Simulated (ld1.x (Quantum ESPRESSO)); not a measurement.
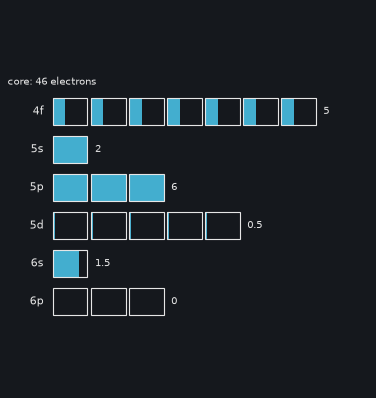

The valence shells of the reference configuration: a box for each of the 2l + 1 orbitals, shaded by the share of the shell that is filled, with the electron count at the right.

Pseudopotential generation: Pm (part 1 of 2)

- system: promethium (Pm, Z = 61), core [Kr] 4d10, reference valence 4f5 5s2 5p6 5d0.5 6s1.5 6p0, valence charge 15.
- method: ultrasoft potential, PBE, fully relativistic, made with ld1.x (Quantum ESPRESSO) 7.5

**The program's output**
```
     Program LD1 v.7.5
 state nlj           4           3   3.5000000000000000       not converged
     --------------------------- All-electron run ----------------------------

     Pm
     dirac relativistic calculation

     atomic number is 61.00
     dft =PBE   lsd =0 sic =0 latt =0  beta=0.20 tr2=1.0E-14
     Exchange-correlation= PBE
                           (   1   4   3   4   0   0   0)
     mesh =1259 r(mesh) = 100.89962 a.u. xmin = -7.00 dx = 0.01250
     1 Ry =  13.60569312 eV, c = 137.03599908

     n l j   nl                  e(Ry)          e(Ha)          e(eV)
     Spin orbit split results
     1 0 0.5 1S 1( 2.00)     -3306.0181     -1653.0090    -44980.6675
     2 0 0.5 2S 1( 2.00)      -537.2277      -268.6139     -7309.3555
     2 1 0.5 2P 1( 2.00)      -508.7037      -254.3518     -6921.2661
     2 1 1.5 2P 1( 4.00)      -467.5260      -233.7630     -6361.0152
     3 0 0.5 3S 1( 2.00)      -117.1200       -58.5600     -1593.4985
     3 1 0.5 3P 1( 2.00)      -104.8999       -52.4500     -1427.2363
     3 1 1.5 3P 1( 4.00)       -96.6197       -48.3098     -1314.5776
     4 0 0.5 4S 1( 2.00)       -23.2540       -11.6270      -316.3871
     4 1 0.5 4P 1( 2.00)       -18.6058        -9.3029      -253.1444
     4 1 1.5 4P 1( 4.00)       -16.7986        -8.3993      -228.5563
     3 2 1.5 3D 1( 4.00)       -75.3994       -37.6997     -1025.8618
     3 2 2.5 3D 1( 6.00)       -73.6052       -36.8026     -1001.4497
     5 0 0.5 5S 1( 2.00)        -3.0260        -1.5130       -41.1709
     5 1 0.5 5P 1( 2.00)        -1.7894        -0.8947       -24.3461
     5 1 1.5 5P 1( 4.00)        -1.5506        -0.7753       -21.0974
     4 2 1.5 4D 1( 4.00)        -9.1582        -4.5791      -124.6036
     4 2 2.5 4D 1( 6.00)        -8.8369        -4.4185      -120.2328
     4 3 2.5 4F 1( 2.14)        -0.1344        -0.0672        -1.8280
     4 3 3.5 4F 1( 2.86)        -0.1000        -0.0500        -1.3602
     5 2 1.5 5D 1( 0.20)        -0.1145        -0.0573        -1.5582
     5 2 2.5 5D 1( 0.30)        -0.1029        -0.0514        -1.3998
     6 0 0.5 6S 1( 1.50)        -0.2442        -0.1221        -3.3231
     6 1 0.5 6P 1( 0.00)        -0.0902        -0.0451        -1.2278
     6 1 1.5 6P 1( 0.00)        -0.0786        -0.0393        -1.0690
     Averaged results
     1 0     1S 1( 2.00)     -3306.0181     -1653.0090    -44980.6675
     2 0     2S 1( 2.00)      -537.2277      -268.6139     -7309.3555
     2 1     2P 1( 6.00)      -481.2519      -240.6259     -6547.7655
     3 0     3S 1( 2.00)      -117.1200       -58.5600     -1593.4985
     3 1     3P 1( 6.00)       -99.3798       -49.6899     -1352.1305
     4 0     4S 1( 2.00)       -23.2540       -11.6270      -316.3871
     4 1     4P 1( 6.00)       -17.4010        -8.7005      -236.7523
     3 2     3D 1(10.00)       -74.3229       -37.1614     -1011.2145
     5 0     5S 1( 2.00)        -3.0260        -1.5130       -41.1709
     5 1     5P 1( 6.00)        -1.6302        -0.8151       -22.1803
     4 2     4D 1(10.00)        -8.9654        -4.4827      -121.9811
     4 3     4F 1( 5.00)        -0.1147        -0.0574        -1.5607
     5 2     5D 1( 0.50)        -0.1075        -0.0538        -1.4631
     6 0     6S 1( 1.50)        -0.2442        -0.1221        -3.3231
     6 1     6P 1( 0.00)        -0.0825        -0.0412        -1.1220

     final scf error:  1.3E-15 reached in  31 iterations

     Etot =  -20054.194598 Ry,  -10027.097299 Ha, -272851.217523 eV

     Ekin =   21687.543956 Ry,   10843.771978 Ha,  295074.067660 eV
     Encl =  -49072.216796 Ry,  -24536.108398 Ha, -667661.522593 eV
     Eh   =    7789.877408 Ry,    3894.938704 Ha,  105986.681474 eV
     Exc  =    -459.399165 Ry,    -229.699583 Ha,   -6250.444064 eV

     normalization and overlap integrals

     s(1S/1S) =  1.000000  <r> =   0.0232  <r2> =    0.0007  r(max) =   0.0148
     s(2S/2S) =  1.000000  <r> =   0.0984  <r2> =    0.0115  r(max) =   0.0843
     s(2P/2P) =  1.000000  <r> =   0.0824  <r2> =    0.0084  r(max) =   0.0640
     s(2P/2P) =  1.000000  <r> =   0.0890  <r2> =    0.0096  r(max) =   0.0690
     s(3S/3S) =  1.000000  <r> =   0.2601  <r2> =    0.0774  r(max) =   0.2379
     s(3P/3P) =  1.000000  <r> =   0.2498  <r2> =    0.0725  r(max) =   0.2263
     s(3P/3P) =  1.000000  <r> =   0.2624  <r2> =    0.0798  r(max) =   0.2379
     s(4S/4S) =  1.000000  <r> =   0.5928  <r2> =    0.3968  r(max) =   0.5497
     s(4P/4P) =  1.000000  <r> =   0.6080  <r2> =    0.4208  r(max) =   0.5566
     s(4P/4P) =  1.000000  <r> =   0.6366  <r2> =    0.4610  r(max) =   0.5852
     s(3D/3D) =  1.000000  <r> =   0.2339  <r2> =    0.0645  r(max) =   0.1900
     s(3D/3D) =  1.000000  <r> =   0.2378  <r2> =    0.0665  r(max) =   0.1924
     s(5S/5S) =  1.000000  <r> =   1.4427  <r2> =    2.3433  r(max) =   1.2861
     s(5P/5P) =  1.000000  <r> =   1.6334  <r2> =    3.0357  r(max) =   1.4214
     s(5P/5P) =  1.000000  <r> =   1.7295  <r2> =    3.4079  r(max) =   1.4943
     s(4D/4D) =  1.000000  <r> =   0.6823  <r2> =    0.5405  r(max) =   0.6000
     s(4D/4D) =  1.000000  <r> =   0.6925  <r2> =    0.5567  r(max) =   0.6075
     s(4F/4F) =  1.000000  <r> =   1.0648  <r2> =    1.6309  r(max) =   0.6307
     s(4F/4F) =  1.000000  <r> =   1.0916  <r2> =    1.7472  r(max) =   0.6387
     s(5D/5D) =  1.000000  <r> =   3.4239  <r2> =   14.9015  r(max) =   2.2015
     s(5D/5D) =  1.000000  <r> =   3.5679  <r2> =   16.2275  r(max) =   2.2572
     s(6S/6S) =  1.000000  <r> =   4.4633  <r2> =   22.6898  r(max) =   3.7683
     s(6P/6P) =  1.000000  <r> =   6.0911  <r2> =   42.8188  r(max) =   4.9611
     s(6P/6P) =  1.000000  <r> =   6.4463  <r2> =   47.9333  r(max) =   5.2155

     ------------------------ End of All-electron run ------------------------

     --------------------- Generating US pseudopotential ---------------------

      Generating local potential from pseudized AE potential:
      Matching radius rcloc =   2.1500

      Local pseudo, rcloc= 2.147 Estimated cut-off energy=     5.45 Ry

      Computing core charge for nlcc:

       r > 1.25 : true rho core
       r < 1.25 : rho core = a sin(br)/r    a=   5.07  b=   2.22

      Integrated core pseudo-charge :   3.43

     Fully relativistic calculation: |psi|^2

     Wfc 5S LC norm =  0.99977059 SC norm =  0.00022941 missing  0.00000000

     Wfc 6S LC norm =  0.99997734 SC norm =  0.00002148 missing  0.00000118

     Wfc 5P LC norm =  0.99982119 SC norm =  0.00017880 missing  0.00000001

     Wfc 5P LC norm =  0.99983975 SC norm =  0.00016022 missing  0.00000003

     Wfc 6P LC norm =  0.99998863 SC norm =  0.00001123 missing  0.00000014

     Wfc 6P LC norm =  0.99998977 SC norm =  0.00000851 missing  0.00000171

     Wfc 5D LC norm =  0.99995408 SC norm =  0.00004590 missing  0.00000002

     Wfc 5D LC norm =  0.99995754 SC norm =  0.00004061 missing  0.00000185

     Wfc 4F LC norm =  0.99959744 SC norm =  0.00040256 missing  0.00000000

     Wfc 4F LC norm =  0.99960686 SC norm =  0.00039305 missing  0.00000009
      Wfc-us  5S rcutus= 2.314  Estimated cut-off energy=    10.29 Ry
      Wfc-us  6S rcutus= 2.314  Estimated cut-off energy=    20.67 Ry
      Wfc-us  5P rcutus= 2.373  Estimated cut-off energy=    14.94 Ry
      Wfc-us  5P rcutus= 2.373  Estimated cut-off energy=    14.77 Ry
      Wfc-us  6P rcutus= 2.373  Estimated cut-off energy=    26.67 Ry
      Wfc-us  6P rcutus= 2.373  Estimated cut-off energy=    25.15 Ry
      Wfc-us  5D rcutus= 3.721  Estimated cut-off energy=     8.27 Ry
      Wfc-us  5D rcutus= 3.721  Estimated cut-off energy=     8.24 Ry
      Wfc-us  5D rcutus= 3.721  Estimated cut-off energy=    13.55 Ry
      Wfc-us  5D rcutus= 3.721  Estimated cut-off energy=    13.12 Ry
      Wfc-us  4F rcutus= 1.758  Estimated cut-off energy=    51.49 Ry
      Wfc-us  4F rcutus= 1.758  Estimated cut-off energy=    51.43 Ry
      Wfc-us  4F rcutus= 1.758  Estimated cut-off energy=    49.61 Ry
      Wfc-us  4F rcutus= 1.758  Estimated cut-off energy=    49.54 Ry

      Problem with multipole  1  0: 12  3 l3=  3     -0.0000224
      Problem with multipole  7  2:  7  2 l3=  4      0.0000526
      Problem with multipole  7  2:  8  2 l3=  2      0.0000131
      Problem with multipole  7  2:  8  2 l3=  4      0.0001407
      Problem with multipole  8  2:  8  2 l3=  2     -0.0000333
      Problem with multipole  8  2:  8  2 l3=  4     -0.0003584

     Q pseudized with Bessel functions
     Expected ecutrho=     767.8635 due to l1=  0   l2=  3

     ------------------- End of pseudopotential generation -------------------

 state nlj           4           3   3.5000000000000000       not converged
     --------------------------- All-electron run ----------------------------

     Pm
     dirac relativistic calculation

     atomic number is 61.00
     dft =PBE   lsd =0 sic =0 latt =0  beta=0.20 tr2=1.0E-14
     Exchange-correlation= PBE
                           (   1   4   3   4   0   0   0)
     mesh =1259 r(mesh) = 100.89962 a.u. xmin = -7.00 dx = 0.01250
     1 Ry =  13.60569312 eV, c = 137.03599908

     n l j   nl                  e(Ry)          e(Ha)          e(eV)
     Spin orbit split results
     1 0 0.5 1S 1( 2.00)     -3306.0181     -1653.0090    -44980.6675
     2 0 0.5 2S 1( 2.00)      -537.2277      -268.6139     -7309.3555
     2 1 0.5 2P 1( 2.00)      -508.7037      -254.3518     -6921.2661
     2 1 1.5 2P 1( 4.00)      -467.5260      -233.7630     -6361.0152
     3 0 0.5 3S 1( 2.00)      -117.1200       -58.5600     -1593.4985
     3 1 0.5 3P 1( 2.00)      -104.8999       -52.4500     -1427.2363
     3 1 1.5 3P 1( 4.00)       -96.6197       -48.3098     -1314.5776
     4 0 0.5 4S 1( 2.00)       -23.2540       -11.6270      -316.3871
     4 1 0.5 4P 1( 2.00)       -18.6058        -9.3029      -253.1444
     4 1 1.5 4P 1( 4.00)       -16.7986        -8.3993      -228.5563
     3 2 1.5 3D 1( 4.00)       -75.3994       -37.6997     -1025.8618
     3 2 2.5 3D 1( 6.00)       -73.6052       -36.8026     -1001.4497
     5 0 0.5 5S 1( 2.00)        -3.0260        -1.5130       -41.1709
     5 1 0.5 5P 1( 2.00)        -1.7894        -0.8947       -24.3461
     5 1 1.5 5P 1( 4.00)        -1.5506        -0.7753       -21.0974
     4 2 1.5 4D 1( 4.00)        -9.1582        -4.5791      -124.6036
     4 2 2.5 4D 1( 6.00)        -8.8369        -4.4185      -120.2328
     4 3 2.5 4F 1( 2.14)        -0.1344        -0.0672        -1.8280
     4 3 3.5 4F 1( 2.86)        -0.1000        -0.0500        -1.3602
     5 2 1.5 5D 1( 0.20)        -0.1145        -0.0573        -1.5582
     5 2 2.5 5D 1( 0.30)        -0.1029        -0.0514        -1.3998
     6 0 0.5 6S 1( 1.50)        -0.2442        -0.1221        -3.3231
     6 1 0.5 6P 1( 0.00)        -0.0902        -0.0451        -1.2278
     6 1 1.5 6P 1( 0.00)        -0.0786        -0.0393        -1.0690
     Averaged results
     1 0     1S 1( 2.00)     -3306.0181     -1653.0090    -44980.6675
     2 0     2S 1( 2.00)      -537.2277      -268.6139     -7309.3555
     2 1     2P 1( 6.00)      -481.2519      -240.6259     -6547.7655
     3 0     3S 1( 2.00)      -117.1200       -58.5600     -1593.4985
     3 1     3P 1( 6.00)       -99.3798       -49.6899     -1352.1305
     4 0     4S 1( 2.00)       -23.2540       -11.6270      -316.3871
     4 1     4P 1( 6.00)       -17.4010        -8.7005      -236.7523
     3 2     3D 1(10.00)       -74.3229       -37.1614     -1011.2145
     5 0     5S 1( 2.00)        -3.0260        -1.5130       -41.1709
     5 1     5P 1( 6.00)        -1.6302        -0.8151       -22.1803
     4 2     4D 1(10.00)        -8.9654        -4.4827      -121.9811
     4 3     4F 1( 5.00)        -0.1147        -0.0574        -1.5607
     5 2     5D 1( 0.50)        -0.1075        -0.0538        -1.4631
     6 0     6S 1( 1.50)        -0.2442        -0.1221        -3.3231
     6 1     6P 1( 0.00)        -0.0825        -0.0412        -1.1220

     final scf error:  1.3E-15 reached in  31 iterations

     Etot =  -20054.194598 Ry,  -10027.097299 Ha, -272851.217523 eV

     Ekin =   21687.543956 Ry,   10843.771978 Ha,  295074.067660 eV
     Encl =  -49072.216796 Ry,  -24536.108398 Ha, -667661.522593 eV
     Eh   =    7789.877408 Ry,    3894.938704 Ha,  105986.681474 eV
     Exc  =    -459.399165 Ry,    -229.699583 Ha,   -6250.444064 eV

     normalization and overlap integrals

     s(1S/1S) =  1.000000  <r> =   0.0232  <r2> =    0.0007  r(max) =   0.0148
     s(2S/2S) =  1.000000  <r> =   0.0984  <r2> =    0.0115  r(max) =   0.0843
     s(2P/2P) =  1.000000  <r> =   0.0824  <r2> =    0.0084  r(max) =   0.0640
     s(2P/2P) =  1.000000  <r> =   0.0890  <r2> =    0.0096  r(max) =   0.0690
     s(3S/3S) =  1.000000  <r> =   0.2601  <r2> =    0.0774  r(max) =   0.2379
     s(3P/3P) =  1.000000  <r> =   0.2498  <r2> =    0.0725  r(max) =   0.2263
     s(3P/3P) =  1.000000  <r> =   0.2624  <r2> =    0.0798  r(max) =   0.2379
     s(4S/4S) =  1.000000  <r> =   0.5928  <r2> =    0.3968  r(max) =   0.5497
     s(4P/4P) =  1.000000  <r> =   0.6080  <r2> =    0.4208  r(max) =   0.5566
     s(4P/4P) =  1.000000  <r> =   0.6366  <r2> =    0.4610  r(max) =   0.5852
     s(3D/3D) =  1.000000  <r> =   0.2339  <r2> =    0.0645  r(max) =   0.1900
     s(3D/3D) =  1.000000  <r> =   0.2378  <r2> =    0.0665  r(max) =   0.1924
     s(5S/5S) =  1.000000  <r> =   1.4427  <r2> =    2.3433  r(max) =   1.2861
     s(5P/5P) =  1.000000  <r> =   1.6334  <r2> =    3.0357  r(max) =   1.4214
     s(5P/5P) =  1.000000  <r> =   1.7295  <r2> =    3.4079  r(max) =   1.4943
     s(4D/4D) =  1.000000  <r> =   0.6823  <r2> =    0.5405  r(max) =   0.6000
     s(4D/4D) =  1.000000  <r> =   0.6925  <r2> =    0.5567  r(max) =   0.6075
     s(4F/4F) =  1.000000  <r> =   1.0648  <r2> =    1.6309  r(max) =   0.6307
     s(4F/4F) =  1.000000  <r> =   1.0916  <r2> =    1.7472  r(max) =   0.6387
     s(5D/5D) =  1.000000  <r> =   3.4239  <r2> =   14.9015  r(max) =   2.2015
     s(5D/5D) =  1.000000  <r> =   3.5679  <r2> =   16.2275  r(max) =   2.2572
     s(6S/6S) =  1.000000  <r> =   4.4633  <r2> =   22.6898  r(max) =   3.7683
     s(6P/6P) =  1.000000  <r> =   6.0911  <r2> =   42.8188  r(max) =   4.9611
     s(6P/6P) =  1.000000  <r> =   6.4463  <r2> =   47.9333  r(max) =   5.2155

     ------------------------ End of All-electron run ------------------------

     Computing logarithmic derivative in   3.98643
     Computing logarithmic derivative in   3.98643
     Computing the partial wave expansion
     R is outside the sphere for l=    0 j= 0.50
     R is outside the sphere for l=    0 j= 0.50
     R is outside the sphere for l=    1 j= 0.50
     R is outside the sphere for l=    1 j= 0.50
     R is outside the sphere for l=    1 j= 1.50
     R is outside the sphere for l=    1 j= 1.50
     R is outside the sphere for l=    2 j= 1.50
     R is outside the sphere for l=    2 j= 1.50
     R is outside the sphere for l=    2 j= 2.50
     R is outside the sphere for l=    2 j= 2.50
     R is outside the sphere for l=    3 j= 2.50
     R is outside the sphere for l=    3 j= 2.50
     R is outside the sphere for l=    3 j= 3.50
     R is outside the sphere for l=    3 j= 3.50

     ---------------------- Testing the pseudopotential ----------------------

     Pm
     dirac relativistic calculation

     atomic number is 61.00   valence charge is 15.00
     dft =PBE   lsd =0 sic =0 latt =0  beta=0.20 tr2=1.0E-14
     mesh =1259 r(mesh) = 100.89962 xmin = -7.00 dx = 0.01250

     n l  j  nl             e AE (Ry)       e PS (Ry)    De AE-PS (Ry)
     4 3 2.5 4F   1( 2.14)       -0.13436       -0.13435       -0.00000
     4 3 3.5 4F   1( 2.86)       -0.09998       -0.09998        0.00000
     1 0 0.5 5S   1( 2.00)       -3.02601       -3.02601       -0.00000
     2 1 0.5 5P   1( 2.00)       -1.78940       -1.78940       -0.00000
     2 1 1.5 5P   1( 4.00)       -1.55063       -1.55063       -0.00000
     3 2 1.5 5D   1( 0.20)       -0.11452       -0.11452       -0.00000
     3 2 2.5 5D   1( 0.30)       -0.10288       -0.10288       -0.00000
     2 0 0.5 6S   1( 1.50)       -0.24424       -0.24424       -0.00000
     3 1 0.5 6P   1( 0.00)       -0.09024       -0.09024       -0.00000
     3 1 1.5 6P   1( 0.00)       -0.07857       -0.07857       -0.00000

     eps = 4.5E-16  iter =  6

     Etot =  -20054.194598 Ry,  -10027.097299 Ha, -272851.217523 eV
     Etotps =  -143.057090 Ry,     -71.528545 Ha,   -1946.390860 eV

     Ekin =      35.152246 Ry,      17.576123 Ha,     478.270667 eV
     Encl =    -303.906829 Ry,    -151.953415 Ha,   -4134.863054 eV
     Ehrt =     125.655546 Ry,      62.827773 Ha,    1709.630800 eV
     Ecxc =     -23.362440 Ry,     -11.681220 Ha,    -317.862191 eV
     (Ecc =      -4.204314 Ry,      -2.102157 Ha,     -57.202600 eV)
     Epseu=      23.404388 Ry,      11.702194 Ha,     318.432918 eV

     ---------------------- End of pseudopotential test ----------------------
```

**Output of the test run (extracts)**
```
     ---------------------- Testing the pseudopotential ----------------------

     Pm
     dirac relativistic calculation

     atomic number is 61.00   valence charge is 15.00
     dft =PBE   lsd =0 sic =0 latt =0  beta=0.20 tr2=1.0E-14
     mesh =1259 r(mesh) = 100.89962 xmin = -7.00 dx = 0.01250

     n l  j  nl             e AE (Ry)       e PS (Ry)    De AE-PS (Ry)
     4 3 2.5 4F   1( 2.14)       -0.13436       -0.13435       -0.00000
     4 3 3.5 4F   1( 2.86)       -0.09998       -0.09998        0.00000
     1 0 0.5 5S   1( 2.00)       -3.02601       -3.02601       -0.00000
     2 1 0.5 5P   1( 2.00)       -1.78940       -1.78940       -0.00000
     2 1 1.5 5P   1( 4.00)       -1.55063       -1.55063       -0.00000
     3 2 1.5 5D   1( 0.20)       -0.11452       -0.11452       -0.00000
     3 2 2.5 5D   1( 0.30)       -0.10288       -0.10288       -0.00000
     2 0 0.5 6S   1( 1.50)       -0.24424       -0.24424       -0.00000
     3 1 0.5 6P   1( 0.00)       -0.09024       -0.09024       -0.00000
     3 1 1.5 6P   1( 0.00)       -0.07857       -0.07857       -0.00000

     eps = 4.5E-16  iter =  6

     Etot =  -20054.194598 Ry,  -10027.097299 Ha, -272851.217523 eV
     Etotps =  -143.057090 Ry,     -71.528545 Ha,   -1946.390860 eV

     Ekin =      35.152246 Ry,      17.576123 Ha,     478.270667 eV
     Encl =    -303.906829 Ry,    -151.953415 Ha,   -4134.863054 eV
     Ehrt =     125.655546 Ry,      62.827773 Ha,    1709.630800 eV
     Ecxc =     -23.362440 Ry,     -11.681220 Ha,    -317.862191 eV
     (Ecc =      -4.204314 Ry,      -2.102157 Ha,     -57.202600 eV)
     Epseu=      23.404388 Ry,      11.702194 Ha,     318.432918 eV

     ---------------------- End of pseudopotential test ----------------------

     ---------------------- Testing the pseudopotential ----------------------

     Pm
     dirac relativistic calculation

     atomic number is 61.00   valence charge is 15.00
     dft =PBE   lsd =0 sic =0 latt =0  beta=0.20 tr2=1.0E-14
     mesh =1259 r(mesh) = 100.89962 xmin = -7.00 dx = 0.01250

     n l  j  nl             e AE (Ry)       e PS (Ry)    De AE-PS (Ry)
     4 3 2.5 4F   1( 2.14)       -0.17759       -0.21990        0.04231  !
     4 3 3.5 4F   1( 2.86)       -0.14312       -0.18506        0.04194  !
     1 0 0.5 5S   1( 2.00)       -3.07301       -3.10663        0.03363  !
     2 1 0.5 5P   1( 2.00)       -1.83413       -1.86315        0.02902  !
     2 1 1.5 5P   1( 4.00)       -1.59408       -1.62078        0.02671  !
     3 2 1.5 5D   1( 0.00)       -0.14027       -0.14319        0.00292
     3 2 2.5 5D   1( 0.00)       -0.12757       -0.14468        0.01711  !
     2 0 0.5 6S   1( 2.00)       -0.26035       -0.25992       -0.00043
     3 1 0.5 6P   1( 0.00)       -0.09889       -0.09822       -0.00067
     3 1 1.5 6P   1( 0.00)       -0.08594       -0.08537       -0.00058

     eps = 3.5E-15  iter = 18

     Etot =  -20054.260813 Ry,  -10027.130407 Ha, -272852.118431 eV
     Etotps =  -143.118063 Ry,     -71.559032 Ha,   -1947.220450 eV
     dEtot_ae =      -0.066215 Ry
     dEtot_ps =      -0.060974 Ry,   Delta E=      -0.005242 Ry

     Ekin =      35.800058 Ry,      17.900029 Ha,     487.084602 eV
     Encl =    -302.481456 Ry,    -151.240728 Ha,   -4115.469866 eV
     Ehrt =     124.565634 Ry,      62.282817 Ha,    1694.801789 eV
     Ecxc =     -23.232633 Ry,     -11.616316 Ha,    -316.096072 eV
     (Ecc =      -4.204314 Ry,      -2.102157 Ha,     -57.202600 eV)
     Epseu=      22.230334 Ry,      11.115167 Ha,     302.459098 eV

     ---------------------- End of pseudopotential test ----------------------
```

(Continued in part 2.) Outcome of the run: generated, but the overlap operator is not positive, so unusable; the Bessel test doesn't meet the 6s level.
